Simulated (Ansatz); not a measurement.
```xyz
11

C     0.5617   -0.1131    1.8470
C    -2.9206   -0.6242    1.1616
F    -1.0008    1.2832   -0.6348
Sn   -0.9504   -0.3966    0.3611
H     0.7128   -1.0414    2.4169
H     1.5085    0.1713    1.3678
H     0.2531    0.6849    2.5366
H    -0.5444   -1.5735   -0.8224
H    -3.0093   -1.5879    1.6839
H    -3.6606   -0.5869    0.3503
H    -3.1240    0.1889    1.8722
```

Geometry: PBE0-D3(BJ)/def2-SVP; core potentials replace the inner electrons of Sn.

Method: isolated molecule in a Gaussian basis; Kohn-Sham density functional theory, functional PBE0 in Ansatz 0.2.0.

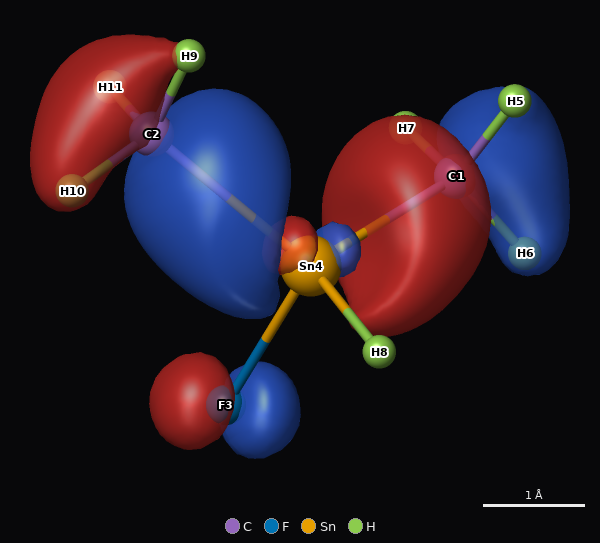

C2H7FSn (SMILES [CH3][SnH]([CH3])[F]). The HOMO at ±0.15 Å⁻³ᐟ² (red and blue are the two phases), seen at a tilt.

### What is the character of this orbital?

By Hirshfeld shares it lies mainly on C1 (about 25 %), C2 (about 25 %), Sn4 (about 25 %) and F3 (about 10 %). Its energy is −8.32 eV.
